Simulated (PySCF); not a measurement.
# Cl3Mo: the cost of one run

The runs use PySCF 2.14.0; method and basis as typed in the scripts.

3 further runs of the same task are left out: 1 for a known fault of the program, 2 that didn't finish.

## Step 1: The system as given

MoCl3 (quartet): 4 atoms, charge 0, spin multiplicity 4.

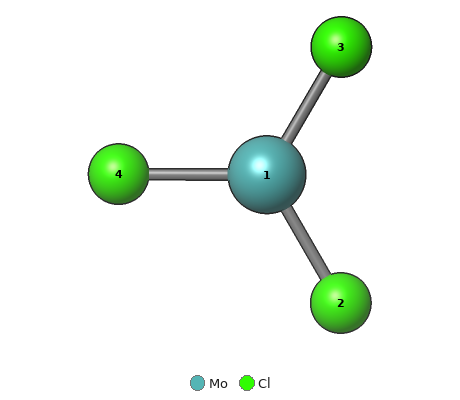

As it starts; molybdenum teal, chlorine green; atoms are numbered from 1 in the order of the file.

Geometry (Å):

```xyz
4

Mo    0.0000    0.0000    0.0000
Cl    2.3223    0.0000    0.0000
Cl   -1.1611    2.0112    0.0000
Cl   -1.1612   -2.0112    0.0000
```

## Step 2: The run that the others are compared with

input.py reads:

```python
from pyscf import gto, scf, mp

mol = gto.M(
    atom='Mo 0 0 0; Cl 2.3223 0 0; Cl -1.1611 2.0112 0; Cl -1.1612 -2.0112 0',
    basis='def2-svp',
    ecp={'Mo': 'def2-svp'},
    charge=0,
    spin=3,
    symmetry=True,
    verbose=4,
)
mf = scf.UHF(mol)
mf = mf.newton()
mf.kernel()
mp.MP2(mf, frozen=15).kernel()
mf.dip_moment()
print('orbital energies (hartree):', [e[max(0, n-3):n+3].round(4) for e, n in zip(mf.mo_energy, mol.nelec)])
```

Command:

```console
> OMP_NUM_THREADS=1 python input.py
```

What time and memory should one allow on 1 thread of Arm Neoverse N1, shared host?

About 5.4 s, with a peak of 0.21 GiB.
